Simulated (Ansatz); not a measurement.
```yaml
crystal:
  lattice:
    - [3.29563, 0.00000, 0.00000]
    - [-1.64781, 2.85410, 0.00000]
    - [0.00000, 0.00000, 8.88204]
  atoms:
    - { symbol: Li, position: [0.00000, 0.00000, 0.50000] }
    - { symbol: Be, position: [0.66667, 0.33333, 0.19848] }
    - { symbol: Be, position: [0.33333, 0.66667, 0.80152] }
    - { symbol: S, position: [0.00000, 0.00000, 0.00000] }
    - { symbol: S, position: [0.33333, 0.66667, 0.30411] }
    - { symbol: S, position: [0.66667, 0.33333, 0.69589] }
```

Space group P-3m1; a structure generated by program, which may or may not match a known phase; computed without spin polarisation.

Method: DFT PBE, scalar-relativistic, plane waves, PAW in Ansatz.

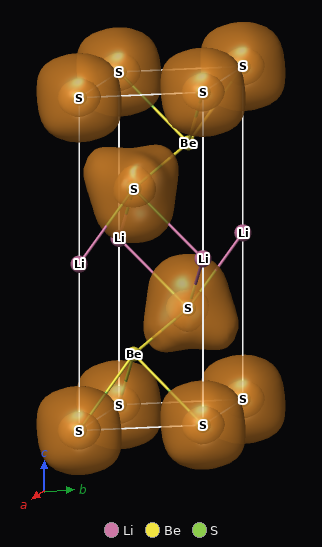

LiBe2S3. Isosurface of the ELF at 0.7 (orange), seen slightly off an axis. Core shells and regions of very low density are left out. Sticks mark near contacts.

What do the ELF domains correspond to?

The ELF exceeds this value in three regions wrapped around S (the valence shell of each), counted in one cell of 6 atoms. Regions shared between cells count once. Profiles from the grid: Be–S (2.12 Å): the ELF peaks at about 0.90 between the atoms. Li–S (2.58 Å): the ELF peaks at about 0.85 in the valence shell of S, 0.9 Å from its nucleus, and is about 0.70 at the midpoint.
